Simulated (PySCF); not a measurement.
Property calculation of C₂H₆NPSi

- system: C₂H₆NPSi, SMILES C#C[SiH](N)P
- method: HF/cc-pVDZ-F12, RHF (PySCF 2.14.0)

The geometry comes from this level: GFN2-xTB.

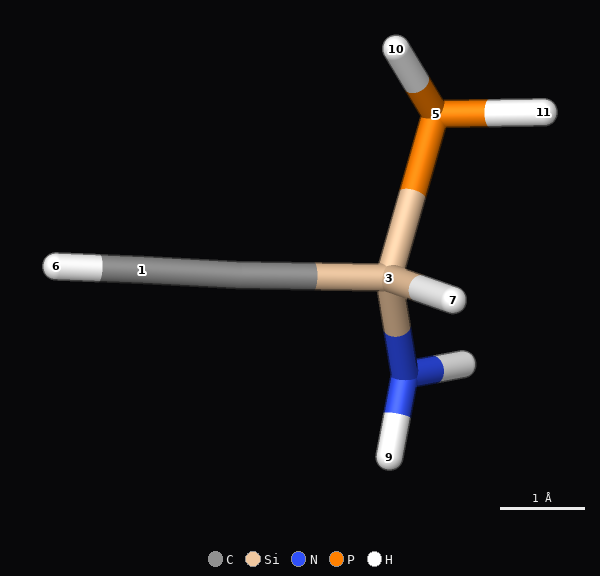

The structure as given in the input (stick view, seen at a tilt; atoms are numbered from 1 in the order of the input).

Input (calc.py):
```python
# C#C[SiH](N)P
import numpy
from pyscf import gto, scf, lo

system = gto.Mole()
system.atom = 'mol.xyz'
system.spin = 0
system.max_memory = 1860
system.charge = 0
system.basis = 'cc-pvdz-f12'
system.symmetry = True
system.verbose = 4
system.build()

myscf = system.RHF()
myscf = myscf.density_fit(auxbasis='def2-universal-jkfit')
myscf.kernel()

etot = myscf.e_tot
print(f'total energy: {etot:.8f} hartree')
dip = myscf.dip_moment()
pop, q = myscf.mulliken_pop()
quad = myscf.quad_moment()
occ = myscf.mo_coeff[:, myscf.mo_occ > 0]
iaos = lo.vec_lowdin(lo.iao.iao(system, occ), myscf.get_ovlp())
c = iaos.T @ myscf.get_ovlp() @ occ
pop_iao, q_iao = scf.hf.mulliken_pop(lo.iao.reference_mol(system), (c * myscf.mo_occ[myscf.mo_occ > 0]) @ c.T, numpy.eye(c.shape[0]), verbose=0)
print('IAO charges', numpy.round(q_iao, 4))
```

File mol.xyz:
```
11
C2H6NPSi
C      0.188480     2.357800     1.378520
C      0.190680     1.254470     0.901430
Si     0.223210    -0.421750     0.109130
N     -1.211300    -1.246710     0.569980
P      0.041140    -0.207850    -2.122640
H      0.175670     3.319210     1.806410
H      1.486270    -1.063980     0.527350
H     -1.656520    -1.897790    -0.054240
H     -1.388070    -1.479530     1.531780
H      1.097100     0.677150    -2.233960
H      0.853360    -1.291030    -2.413760
```

Run on 1 thread of AMD EPYC (Zen 3), 189 GiB of memory available, shared host.

Run as:
```bash
OMP_NUM_THREADS=1 python calc.py
```

The program's output:
```
PySCF version 2.14.0

[INPUT] num. atoms = 11
[INPUT] num. electrons = 54
[INPUT] charge = 0
[INPUT] spin (= nelec alpha-beta = 2S) = 0
[INPUT] symmetry True subgroup None
[INPUT] Mole.unit = angstrom
[INPUT] Symbol           X                Y                Z      unit          X                Y                Z       unit  Magmom
[INPUT]  1 C      0.188480000000   2.357800000000   1.378520000000 AA    0.356175579958   4.455596256500   2.605025257235 Bohr   0.0
[INPUT]  2 C      0.190680000000   1.254470000000   0.901430000000 AA    0.360332977432   2.370604731483   1.703455820467 Bohr   0.0
[INPUT]  3 Si     0.223210000000  -0.421750000000   0.109130000000 AA    0.421805768264  -0.796991993035   0.206225811974 Bohr   0.0
[INPUT]  4 N     -1.211300000000  -1.246710000000   0.569980000000 AA   -2.289025254686  -2.355940456757   1.077106096480 Bohr   0.0
[INPUT]  5 P      0.041140000000  -0.207850000000  -2.122640000000 AA    0.077743332765  -0.392779574991  -4.011208261047 Bohr   0.0
[INPUT]  6 H      0.175670000000   3.319210000000   1.806410000000 AA    0.331968188302   6.272397849918   3.413620168676 Bohr   0.0
[INPUT]  7 H      1.486270000000  -1.063980000000   0.527350000000 AA    2.808643247157  -2.010630802015   0.996547071789 Bohr   0.0
[INPUT]  8 H     -1.656520000000  -1.897790000000  -0.054240000000 AA   -3.130369119865  -3.586303341938  -0.102498744996 Bohr   0.0
[INPUT]  9 H     -1.388070000000  -1.479530000000   1.531780000000 AA   -2.623072141725  -2.795906493078   2.894644683086 Bohr   0.0
[INPUT] 10 H      1.097100000000   0.677150000000  -2.233960000000 AA    2.073218531260   1.279628045249  -4.221572573233 Bohr   0.0
[INPUT] 11 H      0.853360000000  -1.291030000000  -2.413760000000 AA    1.612616685659  -2.439693118597  -4.561345330430 Bohr   0.0

nuclear repulsion = 254.874360605607
point group symmetry = C1
symmetry origin: [0. 0. 0.]
symmetry axis x: [1. 0. 0.]
symmetry axis y: [0. 1. 0.]
symmetry axis z: [0. 0. 1.]
num. orbitals of irrep A = 222
number of shells = 27
number of NR pGTOs = 317
number of NR cGTOs = 222
basis = cc-pvdz-f12
ecp = {}

******** <class 'pyscf.df.df_jk.DFRHF'> ********
method = DFRHF
initial guess = minao
damping factor = 0
level_shift factor = 0
DIIS = <class 'pyscf.scf.diis.CDIIS'>
diis_start_cycle = 1
diis_space = 8
diis_damp = 0
SCF conv_tol = 1e-09
SCF conv_tol_grad = None
SCF max_cycles = 50
direct_scf = False
Set gradient conv threshold to 3.16228e-05
Initial guess from minao.
******** <class 'pyscf.df.df.DF'> ********
auxbasis = def2-universal-jkfit
init E= -763.876652412959
  HOMO = -0.26711221150957  LUMO = 0.0208781307159573  gap/eV = 7.83662
cycle= 1 E= -763.343231317531  delta_E= 0.533  |g|= 0.413  |ddm|= 2.41
  HOMO = -0.365167067262583  LUMO = 0.0421157945383753  gap/eV = 11.08273
cycle= 2 E= -763.401984014306  delta_E= -0.0588  |g|= 0.141  |ddm|= 0.547
  HOMO = -0.361751288652034  LUMO = 0.0440696035394311  gap/eV = 11.04295
cycle= 3 E= -763.408088568487  delta_E= -0.0061  |g|= 0.0609  |ddm|= 0.197
  HOMO = -0.361106012457121  LUMO = 0.0448671316349745  gap/eV = 11.04709
cycle= 4 E= -763.409314139033  delta_E= -0.00123  |g|= 0.0154  |ddm|= 0.0777
  HOMO = -0.362637505637711  LUMO = 0.0444756036524619  gap/eV = 11.07811
cycle= 5 E= -763.409406526408  delta_E= -9.24e-05  |g|= 0.00557  |ddm|= 0.0232
  HOMO = -0.362789884615619  LUMO = 0.0444948514056978  gap/eV = 11.08278
cycle= 6 E= -763.409422020894  delta_E= -1.55e-05  |g|= 0.00219  |ddm|= 0.0115
  HOMO = -0.362918011094759  LUMO = 0.0444901811605794  gap/eV = 11.08614
cycle= 7 E= -763.409424621648  delta_E= -2.6e-06  |g|= 0.00072  |ddm|= 0.00504
  HOMO = -0.362935982378445  LUMO = 0.0444853133614898  gap/eV = 11.08650
cycle= 8 E= -763.40942507691  delta_E= -4.55e-07  |g|= 0.000245  |ddm|= 0.00229
  HOMO = -0.362945717493989  LUMO = 0.044486020759108  gap/eV = 11.08678
cycle= 9 E= -763.409425153121  delta_E= -7.62e-08  |g|= 0.000125  |ddm|= 0.000597
  HOMO = -0.362941754770723  LUMO = 0.0444860984666262  gap/eV = 11.08668
cycle= 10 E= -763.409425180922  delta_E= -2.78e-08  |g|= 5.69e-05  |ddm|= 0.000287
  HOMO = -0.362938378312801  LUMO = 0.0444861220906139  gap/eV = 11.08659
cycle= 11 E= -763.409425187815  delta_E= -6.89e-09  |g|= 1.69e-05  |ddm|= 0.000166
  HOMO = -0.362938603307846  LUMO = 0.0444859986537141  gap/eV = 11.08659
cycle= 12 E= -763.409425188299  delta_E= -4.83e-10  |g|= 5.01e-06  |ddm|= 5.37e-05
  HOMO = -0.362938152954996  LUMO = 0.0444859262703198  gap/eV = 11.08657
```

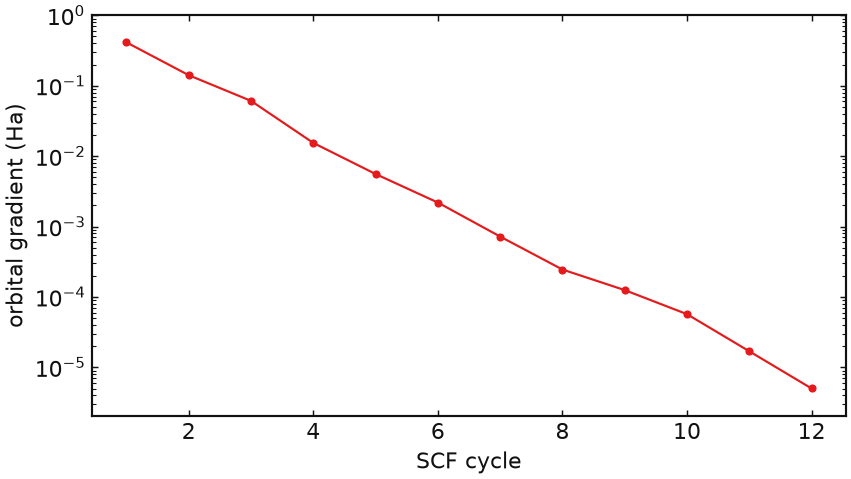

Convergence of the self-consistent field: orbital gradient against the SCF cycle. The residual falls at every step.

```
Extra cycle  E= -763.409425188318  delta_E= -1.96e-11  |g|= 2.49e-06  |ddm|= 1.17e-05
converged SCF energy = -763.409425188318
total energy: -763.40942519 hartree
Dipole moment(X, Y, Z, Debye):  0.23526, -0.83348,  0.88208
 ** Mulliken pop  **
pop of  0 C 1s            1.95503
pop of  0 C 2s            0.17774
pop of  0 C 3s            0.85126
pop of  0 C 4s            0.33342
pop of  0 C 5s            0.00628
pop of  0 C 2px           0.03037
pop of  0 C 2py           0.04382
pop of  0 C 2pz           0.03242
pop of  0 C 3px           0.19118
pop of  0 C 3py           0.30215
pop of  0 C 3pz           0.20914
pop of  0 C 4px           0.48182
pop of  0 C 4py           0.50662
pop of  0 C 4pz           0.48128
pop of  0 C 5px           0.26840
pop of  0 C 5py           0.07243
pop of  0 C 5pz           0.22454
pop of  0 C 6px           0.00666
pop of  0 C 6py          -0.00223
pop of  0 C 6pz           0.00616
pop of  0 C 3dxy          0.00503
pop of  0 C 3dyz          0.00711
pop of  0 C 3dz^2         0.00309
pop of  0 C 3dxz          0.00095
pop of  0 C 3dx2-y2       0.00641
pop of  0 C 4dxy          0.01585
pop of  0 C 4dyz          0.01812
pop of  0 C 4dz^2         0.00934
pop of  0 C 4dxz          0.00286
pop of  0 C 4dx2-y2       0.01445
pop of  1 C 1s            1.95582
pop of  1 C 2s            0.16256
pop of  1 C 3s            0.83770
pop of  1 C 4s            0.52328
pop of  1 C 5s            0.03958
pop of  1 C 2px           0.02966
pop of  1 C 2py           0.04412
pop of  1 C 2pz           0.03261
pop of  1 C 3px           0.18821
pop of  1 C 3py           0.29142
pop of  1 C 3pz           0.20929
pop of  1 C 4px           0.46200
pop of  1 C 4py           0.57376
pop of  1 C 4pz           0.48652
pop of  1 C 5px           0.26245
pop of  1 C 5py           0.08548
pop of  1 C 5pz           0.25543
pop of  1 C 6px           0.01147
pop of  1 C 6py          -0.00259
pop of  1 C 6pz           0.01284
pop of  1 C 3dxy          0.00563
pop of  1 C 3dyz          0.00645
pop of  1 C 3dz^2         0.00323
pop of  1 C 3dxz          0.00101
pop of  1 C 3dx2-y2       0.00541
pop of  1 C 4dxy         -0.00128
pop of  1 C 4dyz          0.00225
pop of  1 C 4dz^2        -0.00207
pop of  1 C 4dxz         -0.00107
pop of  1 C 4dx2-y2       0.00271
pop of  2 Si 1s           2.00033
pop of  2 Si 2s           1.92590
pop of  2 Si 3s           0.14665
pop of  2 Si 4s           0.76485
pop of  2 Si 5s          -0.02995
pop of  2 Si 6s          -0.06944
pop of  2 Si 2px          2.00103
pop of  2 Si 2py          2.00033
pop of  2 Si 2pz          2.00048
pop of  2 Si 3px          0.00027
pop of  2 Si 3py          0.00076
pop of  2 Si 3pz          0.00057
pop of  2 Si 4px          0.12694
pop of  2 Si 4py          0.13727
pop of  2 Si 4pz          0.05116
pop of  2 Si 5px          0.28481
pop of  2 Si 5py          0.19618
pop of  2 Si 5pz          0.43672
pop of  2 Si 6px          0.07950
pop of  2 Si 6py          0.03841
pop of  2 Si 6pz          0.13698
pop of  2 Si 7px          0.00356
pop of  2 Si 7py          0.00139
pop of  2 Si 7pz         -0.00181
pop of  2 Si 3dxy         0.00109
pop of  2 Si 3dyz         0.00056
pop of  2 Si 3dz^2        0.00090
pop of  2 Si 3dxz         0.00044
pop of  2 Si 3dx2-y2      0.00124
pop of  2 Si 4dxy         0.03960
pop of  2 Si 4dyz         0.02158
pop of  2 Si 4dz^2        0.03494
pop of  2 Si 4dxz         0.01719
pop of  2 Si 4dx2-y2      0.04556
pop of  2 Si 5dxy         0.02938
pop of  2 Si 5dyz         0.01934
pop of  2 Si 5dz^2        0.03986
pop of  2 Si 5dxz         0.03224
pop of  2 Si 5dx2-y2      0.04270
pop of  3 N 1s            1.95156
pop of  3 N 2s            0.18784
pop of  3 N 3s            0.89759
pop of  3 N 4s            0.52026
pop of  3 N 5s            0.07106
pop of  3 N 2px           0.05137
pop of  3 N 2py           0.05267
pop of  3 N 2pz           0.04208
pop of  3 N 3px           0.29256
pop of  3 N 3py           0.30243
pop of  3 N 3pz           0.25733
pop of  3 N 4px           0.71445
pop of  3 N 4py           0.70692
pop of  3 N 4pz           0.58383
pop of  3 N 5px           0.45864
pop of  3 N 5py           0.44575
pop of  3 N 5pz           0.23654
pop of  3 N 6px           0.03098
pop of  3 N 6py           0.02964
pop of  3 N 6pz          -0.00120
pop of  3 N 3dxy          0.00093
pop of  3 N 3dyz          0.00251
pop of  3 N 3dz^2         0.00258
pop of  3 N 3dxz          0.00112
pop of  3 N 3dx2-y2       0.00057
pop of  3 N 4dxy          0.00219
pop of  3 N 4dyz          0.00082
pop of  3 N 4dz^2         0.00214
pop of  3 N 4dxz         -0.00182
pop of  3 N 4dx2-y2       0.00367
pop of  4 P 1s            2.00029
pop of  4 P 2s            1.90606
pop of  4 P 3s            0.15080
pop of  4 P 4s            1.03231
pop of  4 P 5s            0.46272
pop of  4 P 6s           -0.00681
pop of  4 P 2px           1.99964
pop of  4 P 2py           1.99627
pop of  4 P 2pz           1.99802
pop of  4 P 3px          -0.00003
pop of  4 P 3py           0.00111
pop of  4 P 3pz           0.00046
pop of  4 P 4px           0.05756
pop of  4 P 4py           0.07256
pop of  4 P 4pz          -0.00655
pop of  4 P 5px           0.76824
pop of  4 P 5py           0.53431
pop of  4 P 5pz           0.81069
pop of  4 P 6px           0.42677
pop of  4 P 6py           0.20412
pop of  4 P 6pz           0.35057
pop of  4 P 7px           0.00678
pop of  4 P 7py          -0.00785
pop of  4 P 7pz           0.00461
pop of  4 P 3dxy          0.00095
pop of  4 P 3dyz          0.00006
pop of  4 P 3dz^2         0.00062
pop of  4 P 3dxz          0.00005
pop of  4 P 3dx2-y2       0.00006
pop of  4 P 4dxy          0.03288
pop of  4 P 4dyz          0.00234
pop of  4 P 4dz^2         0.02146
pop of  4 P 4dxz          0.00187
pop of  4 P 4dx2-y2       0.00197
pop of  4 P 5dxy          0.03326
pop of  4 P 5dyz          0.00298
pop of  4 P 5dz^2         0.04287
pop of  4 P 5dxz          0.00544
pop of  4 P 5dx2-y2       0.00311
pop of  5 H 1s            0.26413
pop of  5 H 2s            0.42516
pop of  5 H 3s            0.07022
pop of  5 H 2px           0.00254
pop of  5 H 2py           0.01155
pop of  5 H 2pz           0.00425
pop of  5 H 3px           0.01250
pop of  5 H 3py           0.00297
pop of  5 H 3pz           0.01123
pop of  6 H 1s            0.24223
pop of  6 H 2s            0.65656
pop of  6 H 3s            0.32829
pop of  6 H 2px           0.00410
pop of  6 H 2py           0.00117
pop of  6 H 2pz           0.00069
pop of  6 H 3px           0.01003
pop of  6 H 3py           0.00296
pop of  6 H 3pz           0.00220
pop of  7 H 1s            0.26221
pop of  7 H 2s            0.44098
pop of  7 H 3s            0.04943
pop of  7 H 2px           0.00777
pop of  7 H 2py           0.01067
pop of  7 H 2pz           0.00769
pop of  7 H 3px           0.01899
pop of  7 H 3py           0.01303
pop of  7 H 3pz           0.00660
pop of  8 H 1s            0.26308
pop of  8 H 2s            0.44296
pop of  8 H 3s            0.05025
pop of  8 H 2px           0.00537
pop of  8 H 2py           0.00590
pop of  8 H 2pz           0.01485
pop of  8 H 3px           0.01613
pop of  8 H 3py           0.01901
pop of  8 H 3pz           0.00389
pop of  9 H 1s            0.24368
pop of  9 H 2s            0.60569
pop of  9 H 3s            0.23092
pop of  9 H 2px           0.00556
pop of  9 H 2py           0.00367
pop of  9 H 2pz           0.00131
pop of  9 H 3px           0.01521
pop of  9 H 3py           0.00898
pop of  9 H 3pz           0.00494
pop of  10 H 1s           0.24418
pop of  10 H 2s           0.60666
pop of  10 H 3s           0.23513
pop of  10 H 2px          0.00386
pop of  10 H 2py          0.00499
pop of  10 H 2pz          0.00158
pop of  10 H 3px          0.01154
pop of  10 H 3py          0.01076
pop of  10 H 3pz          0.00508
 ** Mulliken atomic charges  **
charge of    0C =     -0.26168
charge of    1C =     -0.48389
charge of    2Si =      1.44046
charge of    3N =     -0.84700
charge of    4P =      0.08744
charge of    5H =      0.19544
charge of    6H =     -0.24823
charge of    7H =      0.18262
charge of    8H =      0.17856
charge of    9H =     -0.11996
charge of   10H =     -0.12378
Traceless quadrupole moment (Debye*A):

IAO charges [-0.1893 -0.3816  1.0708 -0.9116 -0.0395  0.2036 -0.2016  0.2725  0.27
 -0.0417 -0.0516]
```

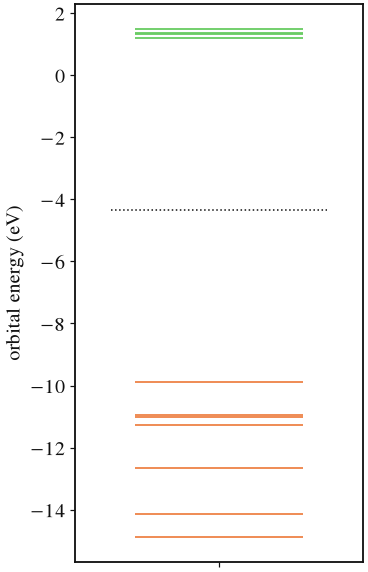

Orbital energies near the frontier; the dotted line parts filled from empty levels, and levels within 0.02 eV of each other stand side by side. Highest filled −9.88 eV, lowest empty 1.21 eV, 11.09 eV apart.

Key numbers:

- outcome: converged
- total energy: −763.409425 hartree
- basis functions: 222
- HOMO: −9.88 eV
- LUMO: 1.21 eV
- dipole moment: 1.24 D
- wall time: 12 s
- peak memory: 0.35 GiB
